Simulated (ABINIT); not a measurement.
# TlAsF6 (R-3): a self-consistent loop beyond G0W0, cycle by cycle, part 3 of 3

Aim: iterate the self-energy on TlAsF6 (R-3) and follow the gap from cycle to cycle.

ABINIT 10.8.3; PBEsol and many-body steps on it, plane waves. Known limits of the many-body steps: not at the basis limit; no spin-orbit coupling; coarse k mesh.

So far. Step 11 (evGW, cycle 1): Against G0W0 in ABINIT (2×2×2 mesh, 153 bands, screening to 130.6 eV, Godby-Needs plasmon pole), the gap moves by +0.932 eV. Step 14 (evGW, cycle 2): Against the cycle before, the gap moves by +0.051 eV.

### Step 15. Screening, 2×2×2 mesh, 153 bands, screening to 130.6 eV

This step: RPA screening on PBEsol, plane waves, norm-conserving pseudopotentials.

File run.abi:

```
acell 3*1.0 Angstrom
rprim 
  3.720723898783 2.148160944528 2.482723275713
  -3.720723898783 2.148160944528 2.482723275713
  0.000000000000 -4.296321889101 2.482723275674
ntypat 3
znucl 81 33 9
natom 8
typat 1 2 3 3 3 3 3 3
xred 
  0.000000000000 0.000000000000 0.000000000000
  0.500000000000 0.500000000000 0.500000000000
  0.698048100000 0.789498230000 0.423038160000
  0.789498230000 0.423038160000 0.698048100000
  0.210501770000 0.576961840000 0.301951900000
  0.423038160000 0.698048100000 0.789498230000
  0.576961840000 0.301951900000 0.210501770000
  0.301951900000 0.210501770000 0.576961840000
pp_dirpath "pseudos"
pseudos "Tl.upf, As.upf, F.upf"
ecut 44
ngkpt 2 2 2
nshiftk 1
shiftk 0 0 0
kptopt 1
chksymbreak 0
istwfk *1
occopt 1
irdwfk 1
optdriver 3
nband 153
ecuteps 4.8
inclvkb 2
awtr 1
symchi 1
gwcalctyp 10
mbpt_sciss 5.372 eV
nqptdm 1
qptdm 
  0 0 0
indata_prefix "in"
outdata_prefix "out"
tmpdata_prefix "tmp"
```

Run with:

```sh
> OMP_NUM_THREADS=1 mpirun -n 8 abinit run.abi > log
```

Numbers of over 12 decimals in the logs are rounded to 6 here.

Log:

```text
.Version 10.8.3 of ABINIT. v10.8.2 released Aug 2026.

 Symmetries : space group R-3 (#148); Bravais hR (rhombohedral)
[... echo of the input left out ...]
== DATASET  1 ==================================================================
-   mpi_nproc: 8, omp_nthreads: 1 (-1 if OMP is not activated)

--- !DatasetInfo
iteration_state: {dtset: 1, }
dimensions: {natom: 8, nkpt: 4, mband: 153, nsppol: 1, nspinor: 1, nspden: 1, mpw: 11210, }
cutoff_energies: {ecut:  44.0, pawecutdg:  -1.0, }
[...]
[... chi0 elements left out ...]
 For q-point:  0.000010 0.000020 0.000030
  dielectric constant =   2.0189
  dielectric constant without local fields =   2.2493

  Average fulfillment of the sum rule on Im[epsilon] for q-point    1 :     47.05  [%]
[... wings left out ...]
== END DATASET(S) ==============================================================
================================================================================

 -outvars: echo values of variables after computation  --------
           etotal      0.0000000000E+00
            nband         153
             nkpt           4
          spgroup         148
 [... the other variables as echoed above ...]

 Calculation completed.
```

Wall time 65 s (8 MPI ranks of Arm Neoverse N1, shared host); peak memory 3.4 GiB; 8.7 min of CPU time.

Numbers from this step:

```
ε∞ with local fields, on this mesh, along the program's q direction : 2.019
the same without local fields                                       : 2.249
plasma frequency                                                    : 31.56 eV
plane waves in the screening matrix                                 : 407
```

This screening uses the functional's bands under a rigid shift, the mean opening of the cycle before.

### Step 16. Screening, 2×2×2 mesh, 153 bands, screening to 130.6 eV

This step: RPA screening on PBEsol from quasiparticle energies, plane waves, norm-conserving pseudopotentials.

Edit run.abi of step 15 so:

```diff
@@ -35,7 +35,9 @@
 symchi 1
+irdqps 1
 gwcalctyp 10
-mbpt_sciss 5.372 eV
-nqptdm 1
+nqptdm 3
 qptdm 
-  0 0 0
+  0.5000000000 0.0000000000 0.0000000000
+  0.5000000000 0.5000000000 0.0000000000
+  0.5000000000 0.5000000000 0.5000000000
 indata_prefix "in"
```

File mrgscr.stdin:

```
2
merged
q0_SCR
out_SCR
1
```

Run with:

```sh
> OMP_NUM_THREADS=1 mpirun -n 8 abinit run.abi > log; mrgscr < mrgscr.stdin
```

Log:

```text
.Version 10.8.3 of ABINIT. v10.8.2 released Aug 2026.

 Symmetries : space group R-3 (#148); Bravais hR (rhombohedral)
[... echo of the input left out ...]
== DATASET  1 ==================================================================
-   mpi_nproc: 8, omp_nthreads: 1 (-1 if OMP is not activated)

--- !DatasetInfo
iteration_state: {dtset: 1, }
dimensions: {natom: 8, nkpt: 4, mband: 153, nsppol: 1, nspinor: 1, nspden: 1, mpw: 11210, }
cutoff_energies: {ecut:  44.0, pawecutdg:  -1.0, }
[...]
q-point number  1        q = ( 0.500000, 0.000000, 0.000000) [r.l.u.]
--------------------------------------------------------------------------------
[... chi0 elements left out ...]
  Average fulfillment of the sum rule on Im[epsilon] for q-point    2 :     51.82  [%]

--------------------------------------------------------------------------------
  q-point number  2        q = ( 0.500000, 0.500000, 0.000000) [r.l.u.]
--------------------------------------------------------------------------------
[... chi0 elements left out ...]
  Average fulfillment of the sum rule on Im[epsilon] for q-point    3 :     49.60  [%]

 [... 1 further q-points ...]
```

The job ended after 45 s (8 MPI ranks; peak memory 2.7 GiB; 5.9 min of CPU time).

This step gave:

```yaml
plasma_frequency: 31.56 eV
plane_waves_in_the_screening_matrix: 407
```

This screening reads the quasiparticle levels of the cycle before.

### Step 17. evGW, cycle 3

This step: evGW on PBEsol, plane waves, norm-conserving pseudopotentials.

Edit run.abi of step 16 so:

```diff
@@ -29,12 +29,10 @@
 irdwfk 1
-optdriver 3
+optdriver 4
 nband 153
-ecuteps 4.8
-inclvkb 2
-awtr 1
-symchi 1
-irdqps 1
 gwcalctyp 10
-nqptdm 3
-qptdm 
+ecutsigx 44
+symsigma 1
+nkptgw 4
+kptgw 
+  0.0000000000 0.0000000000 0.0000000000
   0.5000000000 0.0000000000 0.0000000000
@@ -42,2 +40,11 @@
   0.5000000000 0.5000000000 0.5000000000
+bdgw 
+  20 54
+  20 54
+  20 54
+  20 54
+ecuteps 4.8
+irdscr 1
+ppmodel 1
+irdqps 1
 indata_prefix "in"
```

Run with:

```sh
> OMP_NUM_THREADS=1 mpirun -n 8 abinit run.abi > log
```

Log:

```text
.Version 10.8.3 of ABINIT. v10.8.2 released Aug 2026.

 Symmetries : space group R-3 (#148); Bravais hR (rhombohedral)
[... echo of the input left out ...]
== DATASET  1 ==================================================================
-   mpi_nproc: 8, omp_nthreads: 1 (-1 if OMP is not activated)

--- !DatasetInfo
iteration_state: {dtset: 1, }
dimensions: {natom: 8, nkpt: 4, mband: 153, nsppol: 1, nspinor: 1, nspden: 1, mpw: 11210, }
cutoff_energies: {ecut:  44.0, pawecutdg:  -1.0, }
[...]
.  kptgw no:  2; Maximum DeltaE = (  -0.006  -0.000) for band index:  3
.  kptgw no:  3; Maximum DeltaE = (   0.002  -0.000) for band index: 15
.  kptgw no:  4; Maximum DeltaE = (  -0.006   0.000) for band index:  1

== END DATASET(S) ==============================================================
================================================================================

 -outvars: echo values of variables after computation  --------
           etotal      0.0000000000E+00
            nband         153
             nkpt           4
          spgroup         148
 [... the other variables as echoed above ...]

 Calculation completed.
```

Elapsed: 5.4 min, on 8 MPI ranks; peak memory 6.2 GiB.

This step gave:

| Quantity | Value |
| --- | --- |
| quasiparticle gap on the mesh | 9.572 eV |
| gap of the density functional on the mesh | 4.749 eV |
| k of the valence top | 0.5, 0.5, 0 |
| k of the conduction bottom | 0.5, 0, 0 |
| least direct quasiparticle gap on the computed points | 9.621 eV |

Against the cycle before, the gap moves by +0.006 eV.

### Step 18. The runs together

Times are wall times on 8 MPI ranks of Arm Neoverse N1, shared host, good to a factor of about two. A run's time includes the screening step that it read.

```
           run   mesh  bands  screening cutoff (eV)  DFT gap (eV)  gap on the mesh (eV)  direct (eV)  ε∞ used     time
          G0W0  2×2×2    153                  130.6         4.749                 8.583        8.606     2.46  3.7 min
evGW0, cycle 1  2×2×2    153                  130.6         4.749                 9.230        9.258     2.46  8.9 min
evGW0, cycle 2  2×2×2    153                  130.6         4.749                 8.927        8.962     2.46  9.3 min
evGW0, cycle 3  2×2×2    153                  130.6         4.749                 8.946        8.980     2.46  8.9 min
evGW0, cycle 4  2×2×2    153                  130.6         4.749                 8.946        8.980     2.46  7.7 min
 evGW, cycle 1  2×2×2    153                  130.6         4.749                 9.515        9.562     2.06  7.3 min
 evGW, cycle 2  2×2×2    153                  130.6         4.749                 9.566        9.616     2.02  6.7 min
 evGW, cycle 3  2×2×2    153                  130.6         4.749                 9.572        9.621     2.02  7.3 min
```

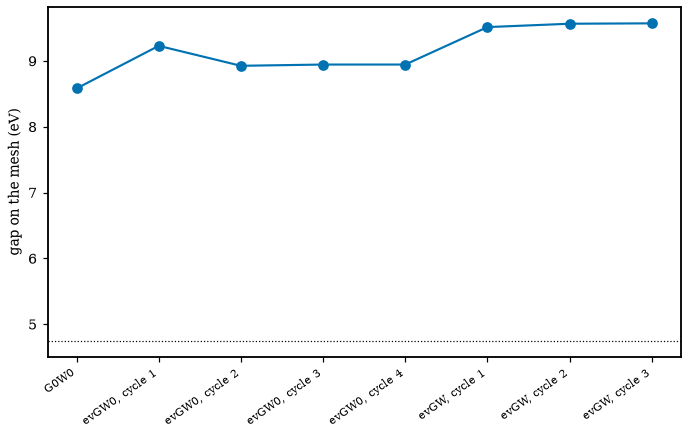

The gap through the cycles; the dotted line is the starting gap.

### Step 19. Results

* G0W0: 8.583 eV
* evGW0, cycle 1: 9.230 eV
* evGW0, cycle 2: 8.927 eV
* evGW0, cycle 3: 8.946 eV
* evGW0, cycle 4: 8.946 eV
* evGW, cycle 1: 9.515 eV
* evGW, cycle 2: 9.566 eV
* evGW, cycle 3: 9.572 eV
* known limits: not at the basis limit; no spin-orbit coupling; coarse k mesh

**Reading.** Only the bands that the input lists are updated; the others, empty or deep, keep the functional's energies or take a rigid shift. The evGW loop starts from the last levels of evGW0, so its cycles and time come on top of those. evGW0 ends at 8.95 eV, +0.36 eV from G0W0, after 4 cycles that took 23 min beside the first screening; the last moved the gap by 0.000 eV. evGW ends at 9.57 eV, +0.99 eV from G0W0, after 3 cycles that took 21 min beside the first screening; the last moved the gap by 0.006 eV. The first cycle of evGW0 takes the full correction, without the factor Z, so it overshoots the one-shot value. Bands and cutoff are finite, so the gap is not at the basis limit. The miss can reach some tenths of an eV and take either sign; the mesh is an error of its own. A denser mesh or path gives a starting gap of 4.67 eV: the GW mesh misses a band edge, so its gaps are not the fundamental one. The 2×2×2 mesh is coarse for this cell, which bears on the long-range parts of exchange and screening. Where an edge is built on 6p states of lead, bismuth or thallium, scalar-relativistic gaps usually stand too wide, by a few tenths to over one eV. In the updated screening the q = 0 part is built from Kohn-Sham bands under a rigid shift, the other q from the quasiparticle levels. The many-body steps are scalar-relativistic: spin-orbit coupling is not in them.

[Paths, hosts, dates, memory and timing lines, banners, echoed tables and standing remarks are left out of the program output.]

[Logs are printed without paths, hosts, clocks, repeated set-up lines and the standing remarks that a program may print on its own settings, such as how far it seeks lower states.]

[Runs of the session that timed out or met a known fault of the program may be left out.]

[Hosts, paths, dates, database ids (printed as entryN), source tags and the programs' standing remarks are cut or masked in the printed files.]

[G0W0 gaps are taken among the corrected bands and points alone; a level outside them can change the order at an edge.]

[Where Ansatz stands beside ABINIT at settings called matched, ABINIT's density can come from a denser mesh and the files from another edition; pairs whose starting gaps differed by over 0.03 eV were left out, so agreement reads better than it is.]
